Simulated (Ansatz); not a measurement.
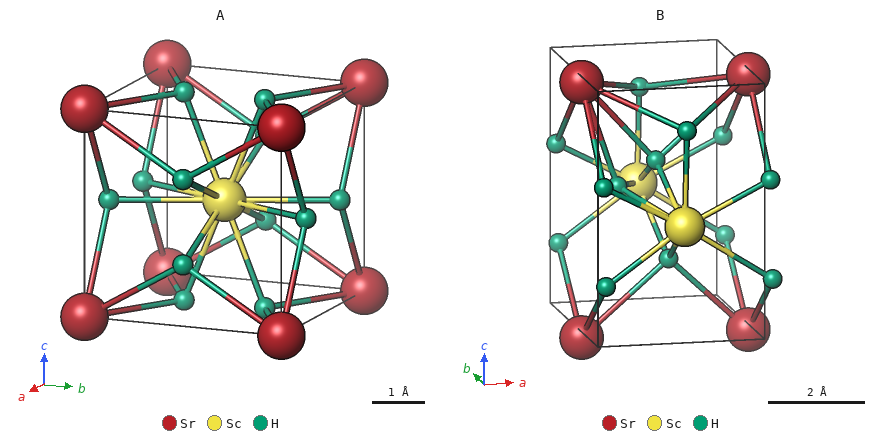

Two structures of SrScH$_{6}$, each relaxed to rest (conventional cells in solid outline, small ones repeated, not to one scale). Method: DFT PBE, scalar-relativistic, plane waves, PAW (Ansatz 0.2.0), without spin polarisation.

### Characterise the two forms.

A: 8 atoms a cell on a primitive cubic lattice, Pm-3. B: 8 atoms a cell on a primitive monoclinic lattice, Pm.

### Which form lies lower?

B is lower, by 223 meV/atom at this level of theory (energies at zero smearing). Volumes: A 8.9, B 9.2 Å³/atom.

One or both may be structure types tried for this composition rather than known phases.
